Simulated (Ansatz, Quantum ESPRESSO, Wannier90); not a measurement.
# Ballistic channels from Wannier functions: straight Sc chain, spacing 2.80 Å, part 3 of 5

Aim: a Wannier model and the conductance steps that follow from it, for this wire: straight Sc chain, spacing 2.80 Å.

Quantum ESPRESSO 7.5 and Wannier90 3.1.0; plane-wave DFT, LDA, GBRV ultrasoft pseudopotentials; cross-check by Ansatz 0.2.0 with PAW datasets.

So far. Step 2 (Self-consistent run): The run needed 14 iterations to bring the estimated error under 1e-07 Ry.

## 6. Wannier functions and transport

Level of this step: maximally localised Wannier functions and ballistic conductance; plane-wave DFT, LDA, GBRV ultrasoft pseudopotentials (Wannier90).

After disentangling and localising, transport_mode = bulk builds principal layers from hoppings within dist_cutoff and counts open channels.

wan.win

```
num_wann = 9
num_bands = 20
num_iter = 200
num_print_cycles = 20
conv_tol = 1e-8
conv_window = 5
guiding_centres = true
dis_num_iter = 1500
dis_conv_tol = 1e-8
dis_win_min = -12.2502
dis_win_max = 7.7498
dis_froz_max = 0.2498
search_shells = 120
fermi_energy = -1.2502

transport = true
transport_mode = bulk
one_dim_axis = z
dist_cutoff = 16.7
dist_cutoff_mode = one_dim
tran_win_min = -4.0
tran_win_max = 2.0
tran_energy_step = 0.02

bands_plot = true
bands_num_points = 96
begin kpoint_path
G 0.0 0.0 0.0 Z 0.0 0.0 0.5
end kpoint_path

begin projections
Sc:s;p;d
end projections

begin unit_cell_cart
ang
  8.0000000000 0.0000000000 0.0000000000
  0.0000000000 8.0000000000 0.0000000000
  0.0000000000 0.0000000000 2.8000000000
end unit_cell_cart

begin atoms_frac
  Sc 0.0000000000 0.0000000000 0.0000000000
end atoms_frac

mp_grid = 1 1 12
begin kpoints
  0.0 0.0 0.0000000000
  0.0 0.0 0.0833333333
  0.0 0.0 0.1666666667
  0.0 0.0 0.2500000000
  0.0 0.0 0.3333333333
  0.0 0.0 0.4166666667
  0.0 0.0 0.5000000000
  0.0 0.0 0.5833333333
  0.0 0.0 0.6666666667
  0.0 0.0 0.7500000000
  0.0 0.0 0.8333333333
  0.0 0.0 0.9166666667
end kpoints
```

Launch:

```bash
> OMP_NUM_THREADS=1 wannier90.x wan > wan.run.log
```

Output:

```text
[banner, memory and clock lines left out]
+---------------------------------------------------+
             |                                                   |
             |                   WANNIER90                       |
             |                                                   |
             +---------------------------------------------------+
             |                                                   |
             |        Welcome to the Maximally-Localized         |
             |        Generalized Wannier Functions code         |
             |                             |
             |                                                   |
             |                                                   |
             |  Wannier90 Developer Group:                       |
             |    Giovanni Pizzi    (EPFL)                       |
             |    Valerio Vitale    (Cambridge)                  |
             |    David Vanderbilt  (Rutgers University)         |
             |    Nicola Marzari    (EPFL)                       |
             |    Ivo Souza         (Universidad del Pais Vasco) |
             |    Arash A. Mostofi  (Imperial College London)    |
             |    Jonathan R. Yates (University of Oxford)       |
             |                                                   |
             |  For the full list of Wannier90 3.x authors,      |
             |  please check the code documentation and the      |
             |  README on the GitHub page of the code            |
             |                                                   |
             |                                                   |
             |                                                   |
             |  [ref] "Wannier90 as a community code:            |
             |        new features and applications",            |
             |        165902 (2020).                             |
             |            |
             |                                                   |
             |  in any publications arising from the use of      |
             |                                                   |
             |  [ref] "Maximally Localized Generalised Wannier   |
             |         Functions for Composite Energy Bands"     |
             |         N. Marzari and D. Vanderbilt              |
             |         Phys. Rev. B 56 12847 (1997)              |
             |                                                   |
             |  [ref] "Maximally Localized Wannier Functions     |
             |         for Entangled Energy Bands"               |
             |         I. Souza, N. Marzari and D. Vanderbilt    |
             |         Phys. Rev. B 65 035109 (2001)             |
             |                                                   |
             |                                                   |
             | Copyright (c) 1996-2020                           |
             |        The Wannier90 Developer Group and          |
             |        individual contributors                    |
             |                                                   |
             |      Release: 3.1.0        5th March    2020      |
             |                                                   |
             | This program is free software; you can            |
             | redistribute it and/or modify it under the terms  |
             | of the GNU General Public License as published by |
             | the Free Software Foundation; either version 2 of |
             | the License, or (at your option) any later version|
             |                                                   |
             | This program is distributed in the hope that it   |
             | will be useful, but WITHOUT ANY WARRANTY; without |
             | even the implied warranty of MERCHANTABILITY or   |
             | FITNESS FOR A PARTICULAR PURPOSE. See the GNU     |
             | General Public License for more details.          |
             |                                                   |
             | You should have received a copy of the GNU General|
             | Public License along with this program; if not,   |
             | write to the Free Software Foundation, Inc.,      |
             | 675 Mass Ave, Cambridge, MA 02139, USA.           |
             |                                                   |
             +---------------------------------------------------+
[date or host left out]
             +---------------------------------------------------+

 ******************************************************************************
 * -> Using CODATA 2006 constant values                                       *
 *    (                      *
 * -> Using Bohr value from CODATA                                            *
 ******************************************************************************

 Running in serial (with parallel executable)

                                    ------
                                    SYSTEM
                                    ------

                              Lattice Vectors (Ang)
                    a_1     8.000000   0.000000   0.000000
                    a_2     0.000000   8.000000   0.000000
                    a_3     0.000000   0.000000   2.800000

                   Unit Cell Volume:     179.20000  (Ang^3)

                        Reciprocal-Space Vectors (Ang^-1)
                    b_1     0.785398   0.000000   0.000000
                    b_2     0.000000   0.785398   0.000000
                    b_3     0.000000   0.000000   2.243995

 *----------------------------------------------------------------------------*
 |   Site       Fractional Coordinate          Cartesian Coordinate (Ang)     |
 +----------------------------------------------------------------------------+
 | Sc   1   0.00000   0.00000   0.00000   |    0.00000   0.00000   0.00000    |
 *----------------------------------------------------------------------------*
                                ------------
                                K-POINT GRID
                                ------------

             Grid size =  1 x  1 x 12      Total points =   12

 *---------------------------------- MAIN ------------------------------------*
 |  Number of Wannier Functions               :                 9             |
 |  Number of Objective Wannier Functions     :                 9             |
 |  Number of input Bloch states              :                20             |
 |  Output verbosity (1=low, 5=high)          :                 1             |
[...]
O_D=      0.2027294 O_OD=      4.7504650 O_TOT=     19.5198465 <-- SPRD
 Delta: O_D= -0.6738904E-01 O_OD= -0.1266375E+00 O_TOT= -0.1940265E+00 <-- DLTA
 Cycle:     40
[...]
Sum of centres and spreads (  0.248300,  0.003885,  4.196661 )    18.92246168

     40    -0.153E-02     0.1755336776       18.9224616881       0.27  <-- CONV
        O_D=      0.0778074 O_OD=      4.2780022 O_TOT=     18.9224617 <-- SPRD
 Delta: O_D= -0.6304163E-03 O_OD= -0.8956658E-03 O_TOT= -0.1526082E-02 <-- DLTA
 Cycle:     60
[...]
Sum of centres and spreads (  0.063449,  0.009545,  4.196581 )    18.91031996

     60    -0.180E-03     0.0509062843       18.9103199712       0.29  <-- CONV
        O_D=      0.0714157 O_OD=      4.2722522 O_TOT=     18.9103200 <-- SPRD
 Delta: O_D= -0.2036552E-04 O_OD= -0.1591362E-03 O_TOT= -0.1795017E-03 <-- DLTA
 Cycle:     80
[...]
Sum of centres and spreads (  0.009722,  0.028610,  4.196558 )    18.90775340

     80    -0.138E-03     0.0410736863       18.9077534089       0.30  <-- CONV
        O_D=      0.0709353 O_OD=      4.2701661 O_TOT=     18.9077534 <-- SPRD
 Delta: O_D= -0.1389494E-04 O_OD= -0.1237421E-03 O_TOT= -0.1376370E-03 <-- DLTA
 Cycle:    100
[...]
Sum of centres and spreads (  0.003393,  0.090137,  4.196613 )    18.90417171

    100    -0.258E-03     0.0737242045       18.9041717211       0.32  <-- CONV
        O_D=      0.0707202 O_OD=      4.2667995 O_TOT=     18.9041717 <-- SPRD
 Delta: O_D= -0.3553810E-04 O_OD= -0.2221214E-03 O_TOT= -0.2576595E-03 <-- DLTA

 Writing checkpoint file wan.chk... done

 Cycle:    120
[...]
Sum of centres and spreads (  0.000567,  0.287253,  4.196576 )    18.89425792

    120    -0.863E-03     0.1056717175       18.8942579252       0.34  <-- CONV
        O_D=      0.0709728 O_OD=      4.2566331 O_TOT=     18.8942579 <-- SPRD
 Delta: O_D=  0.7361471E-05 O_OD= -0.8706380E-03 O_TOT= -0.8632765E-03 <-- DLTA
 Cycle:    140
[...]
Sum of centres and spreads ( -0.018462,  0.594893,  4.196212 )    18.77087683

    140    -0.239E-01     0.3459502799       18.7708768358       0.36  <-- CONV
        O_D=      0.0841605 O_OD=      4.1200643 O_TOT=     18.7708768 <-- SPRD
 Delta: O_D=  0.4376507E-02 O_OD= -0.2823410E-01 O_TOT= -0.2385759E-01 <-- DLTA
 Cycle:    160
[...]
Sum of centres and spreads (  0.002877,  0.079548,  4.196735 )    18.34345768

    160    -0.482E-02     0.2232787283       18.3434576880       0.37  <-- CONV
        O_D=      0.1009084 O_OD=      3.6758972 O_TOT=     18.3434577 <-- SPRD
 Delta: O_D= -0.6567994E-03 O_OD= -0.4158991E-02 O_TOT= -0.4815790E-02 <-- DLTA
 Cycle:    180
[...]
Sum of centres and spreads (  0.001062,  0.021407,  4.196621 )    18.30427586

    180    -0.713E-03     0.0773155456       18.3042758723       0.39  <-- CONV
        O_D=      0.1073406 O_OD=      3.6302832 O_TOT=     18.3042759 <-- SPRD
 Delta: O_D=  0.3941635E-03 O_OD= -0.1107152E-02 O_TOT= -0.7129883E-03 <-- DLTA
 Cycle:    200
[...]
Sum of centres and spreads ( -0.000476,  0.004868,  4.196559 )    18.30007333

    200    -0.459E-04     0.0222904421       18.3000733410       0.41  <-- CONV
        O_D=      0.1098790 O_OD=      3.6235422 O_TOT=     18.3000733 <-- SPRD
 Delta: O_D=  0.1050060E-03 O_OD= -0.1509190E-03 O_TOT= -0.4591301E-04 <-- DLTA

 Writing checkpoint file wan.chk... done

 Final State
[...]
WF centre and spread    2  (  2.160467, -0.003674,  2.798377 )     3.19982477
  WF centre and spread    3  ( -2.160918, -0.002337, -0.001610 )     3.19952721
  WF centre and spread    4  (  0.000127,  1.182492,  0.000420 )     2.29635219
  WF centre and spread    5  ( -0.000024, -0.000079, -0.000153 )     1.26205649
  WF centre and spread    6  ( -0.000024, -0.000000,  0.000329 )     1.16083701
  WF centre and spread    7  ( -0.000000,  0.001333, -0.000169 )     1.16093336
  WF centre and spread    8  ( -0.000098, -1.170246,  0.000339 )     2.28100371
  WF centre and spread    9  ( -0.000029,  0.002237,  0.000000 )     1.30072317
  Sum of centres and spreads ( -0.000476,  0.004868,  4.196559 )    18.30007333

         Spreads (Ang^2)       Omega I      =    14.566652076
        ================       Omega D      =     0.109879037
                               Omega OD     =     3.623542228
    Final Spread (Ang^2)       Omega Total  =    18.300073341
 Time for wannierise            0.170 (sec)

 Writing checkpoint file wan.chk... done

 *---------------------------------------------------------------------------*
 |                               PLOTTING                                    |
 *---------------------------------------------------------------------------*

 Translated centres
    translation centre in fractional coordinate:  0.000000  0.000000  0.000000
  WF centre     1  (  0.000022, -0.004857,  1.399027 )
  WF centre     2  (  2.160467, -0.003674, -0.001623 )
  WF centre     3  ( -2.160918, -0.002337, -0.001610 )
  WF centre     4  (  0.000127,  1.182492,  0.000420 )
  WF centre     5  ( -0.000024, -0.000079, -0.000153 )
  WF centre     6  ( -0.000024, -0.000000,  0.000329 )
  WF centre     7  ( -0.000000,  0.001333, -0.000169 )
  WF centre     8  ( -0.000098, -1.170246,  0.000339 )
  WF centre     9  ( -0.000029,  0.002237,  0.000000 )

 Calculating interpolated band-structure

 Time to calculate interpolated band structure       0.010 (sec)

 Time for plotting              0.014 (sec)

 *---------------------------------------------------------------------------*
 |                              TRANSPORT                                    |
 *---------------------------------------------------------------------------*

 Calculation of Quantum Conductance and DoS: bulk mode

 Maximum imaginary part of the real-space Hamiltonian:     0.049435

     Maximum real part of the real-space Hamiltonian at each lattice point
            Lattice point R           Max |H_ij(R)|
                  -7                     0.000000
                  -6                     0.001763
                  -5                     0.006104
                  -4                     0.034510
                  -3                     0.100328
                  -2                     0.240983
                  -1                     1.009546
                   0                     1.652293
                   1                     1.009546
                   2                     0.240983
                   3                     0.100328
                   4                     0.034510
                   5                     0.006104
                   6                     0.001763
                   7                     0.000000

 Number of unit cells inside the principal layer:     6
 Number of Wannier Functions inside the principal layer:    54

 Calculating quantum conductance and density of states... done

 Time for transport             2.682 (sec)
 Total Execution Time           3.148 (sec)

 *===========================================================================*
 |                             TIMING INFORMATION                            |
 *===========================================================================*
 |    Tag                                                Ncalls      Time (s)|
 |---------------------------------------------------------------------------|
 |kmesh: get                                        :         1         0.014|
 |overlap: allocate                                 :         1         0.000|
 |overlap: read                                     :         1         0.024|
 |dis: main                                         :         1         0.239|
 |wann: main                                        :         1         0.170|
 |plot: main                                        :         1         0.014|
 |tran: main                                        :         1         2.682|
 *---------------------------------------------------------------------------*

 All done: wannier90 exiting
[key lines of the parts left out:]
|  Fermi energy (eV)                         :            -1.250             |
```

Wall time 3.6 s (1 MPI rank of Arm Neoverse V1, shared host); peak memory 0.09 GiB.

Numbers from this step:

```
lead channels at the Fermi level, one spin                                        : 4.000
total spread                                                                      : 18.30 Å²
gauge-invariant spread                                                            : 14.57 Å²
largest misfit to plane-wave levels between mesh points, inside the frozen window : 0.04226 eV
```

Per spin. Table of quantum conductance of the perfect wire, open channels by energy, zero at the Fermi level:

| energy (eV) | quantum conductance of the perfect wire, open channels |
| --- | --- |
| -3.000 | 0 |
| -2.500 | 1 |
| -2.000 | 1 |
| -1.500 | 1 |
| -1.020 | 1 |
| -0.500 | 1 |
| 0.000 | 4.00 |
| 0.500 | 6 |
| 1.000 | 4 |
| 1.500 | 2 |
| 2.000 | 1 |

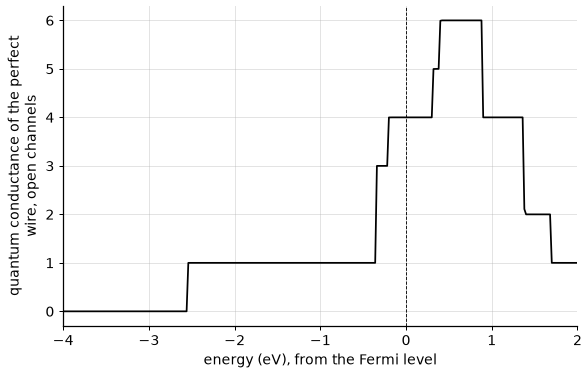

Quantum conductance of the perfect wire, open channels against energy.

Wannier functions:

```
no.     x (Å)      y (Å)     z (Å)  spread (Å²)
  1   2.20e-5  -0.004857     1.399        2.439
  2      2.16  -0.003674     2.798          3.2
  3    -2.161  -0.002337  -0.00161          3.2
  4   1.27e-4      1.182   4.20e-4        2.296
  5  -2.40e-5   -7.90e-5  -1.53e-4        1.262
  6  -2.40e-5          0   3.29e-4        1.161
  7         0   0.001333  -1.69e-4        1.161
  8  -9.80e-5      -1.17   3.39e-4        2.281
  9  -2.90e-5   0.002237         0        1.301
```

The electronic bands at the labelled points (eV, zero at the Fermi level; # counts the bands kept):

| point | #1 | #2 | #3 | #4 | #5 | #6 |
| --- | --- | --- | --- | --- | --- | --- |
| Γ | -2.55 | -0.21 | 0.32 | 0.40 | 0.89 | 0.89 |
| Z | -0.35 | -0.35 | 1.37 | 1.38 | 1.69 | 2.69 |

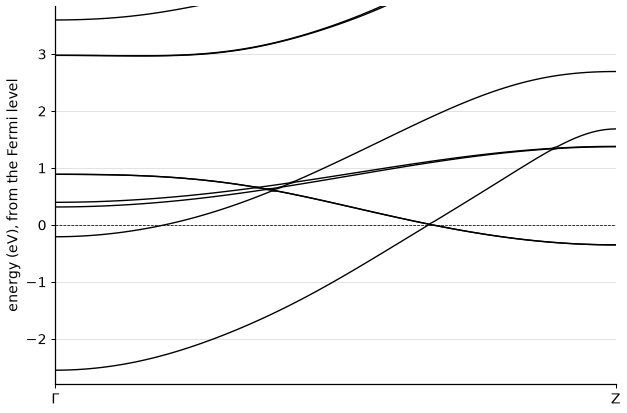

Electronic bands along the path.

Bands and channels are those of the Wannier model: bands that were not projected, and all outside the frozen window, are missing or only approximate.

At least 2 of the functions sit far from every atom, off the bonds: the outer window has let in states of the vacuum, so the basis is not the atomic one that was projected.

## 7. Neighbour list from wannier90 -pp, with dis_froz_max − E_F = -2.0

How much does a setting matter? One run is repeated with a change.

wan_w.win, as its differences from the input of step 6:

```diff
@@ -11,3 +11,3 @@
 dis_win_max = 7.7498
-dis_froz_max = 0.2498
+dis_froz_max = -3.2502
 search_shells = 120
```

Launch:

```bash
> OMP_NUM_THREADS=1 wannier90.x -pp wan_w > wan_w.pp.log
```

It took 0.46 s on 1 MPI rank; peak memory 0.09 GiB.

## 8. Overlaps and projections

The follow-up step for that run.

wan_w.p2w.in

```
&inputpp
  prefix = 'nscf'
  outdir = './out'
  seedname = 'wan_w'
  write_mmn = .true.
  write_amn = .true.
  write_unk = .false.
/
```

Launch:

```bash
> OMP_NUM_THREADS=1 mpirun -n 2 pw2wannier90.x -in wan_w.p2w.in > wan_w.p2w.out
```

It took 4 s on 2 MPI ranks; peak memory 0.1 GiB.

(Part 3 of 5 ends here.)

[Logs are printed without paths, hosts, clocks, repeated set-up lines and the standing remarks that a program may print on its own settings, such as how far it seeks lower states.]

[Hosts, paths, dates, database ids (printed as entryN), source tags and the programs' standing remarks are cut or masked in the printed files.]

[Maps of the electrostatic potential energy from Ansatz leave out the sawtooth potential of an applied field or a dipole correction, so their vacuum need not be flat; planar profiles and work functions include it.]
